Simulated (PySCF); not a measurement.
# C₅H₈S: electronic excitations and core binding energies

Wanted: the electronic excitations and core binding energies of C₅H₈S (`C=C1CC(S)C1`), by calculation.

Programs: PySCF 2.14.0, with density-fitted response routines of our own. Each step states its level of theory. These are calculated values for one molecule in the gas phase, unless marked as measured. Atoms are numbered from 0 throughout.

## Step 1: The molecule as given

14 atoms, charge 0, multiplicity 1; geometry from: GFN2-xTB.

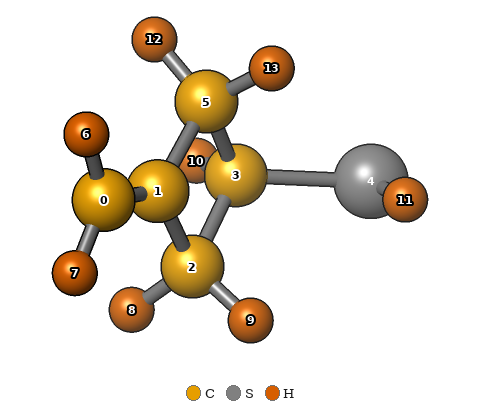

The starting geometry (carbon amber, sulfur grey, hydrogen orange), atoms numbered.

## Step 2: TDDFT and polarisability: CAM-B3LYP/def2-SVPD

The job: settings as JSON, then the geometry in Å.

```
{"job": {"kind": "uv", "xc": "CAM-B3LYP", "basis": "def2-SVPD", "nstates": 8, "ntriplets": 3}, "charge": 0, "multiplicity": 1}
C      2.119487     0.387835     0.294037
C      0.862305     0.079785     0.059329
C     -0.128993     0.492976    -0.997075
C     -1.123590    -0.514947    -0.395273
S     -2.746970     0.132736     0.103813
C     -0.126698    -0.836074     0.732296
H      2.659976    -0.038941     1.121811
H      2.657555     1.080051    -0.331180
H      0.169348     0.296808    -2.026130
H     -0.448100     1.532727    -0.922341
H     -1.354802    -1.358630    -1.043485
H     -2.270603     1.123568     0.856568
H      0.172601    -1.880865     0.805819
H     -0.442195    -0.497502     1.719646
```

With the program's defaults for keys left out, this is: TDDFT CAM-B3LYP/def2-SVPD, vertical, gas phase, core orbitals frozen in the response.

Started as:

```sh
$ OMP_NUM_THREADS=1 python probes_run.py task.json out
```

This one command runs all jobs of the session in turn.

**Question.** This job is followed by: delta-SCF UKS SCAN, pcX-2 on the ionised atom, pcseg-1 elsewhere, spin-free X2C. Predict these results of the whole session: lowest singlet (CAM-B3LYP/def2-SVPD); brightest single state of those computed; lowest triplet; surface potential, least and greatest; C1s binding energies, SCAN/pcX-2; S1s binding energies, SCAN/pcX-2; S2p binding energies, SCAN/pcX-2.

The runs gave:

```
                                quantity                                          value
    lowest singlet (CAM-B3LYP/def2-SVPD)                    5.50 eV (225 nm), f = 0.005
brightest single state of those computed                    state 4, 6.83 eV, f = 0.298
                          lowest triplet                                        4.26 eV
   surface potential, least and greatest                             -0.99 V and 1.11 V
        C1s binding energies, SCAN/pcX-2  C3 291.27, C2 290.61, C1 290.50, C0 289.86 eV
        S1s binding energies, SCAN/pcX-2                                  S4 2477.07 eV
        S2p binding energies, SCAN/pcX-2                                   S4 169.70 eV
```

**Reading.** The first singlet state (HOMO→LUMO+1 0.52, HOMO→LUMO 0.15) lies at 5.50 eV and is weak; of the 8 states computed, the strongest absorption comes from state 4 at 6.83 eV. The lowest triplet lies 1.24 eV below the lowest singlet (triplets in Tamm-Dancoff, singlets in full TDDFT). C3 (sp3 CH bonded to S) binds its C1s electron 1.41 eV more tightly than C0 (terminal =CH2 carbon).
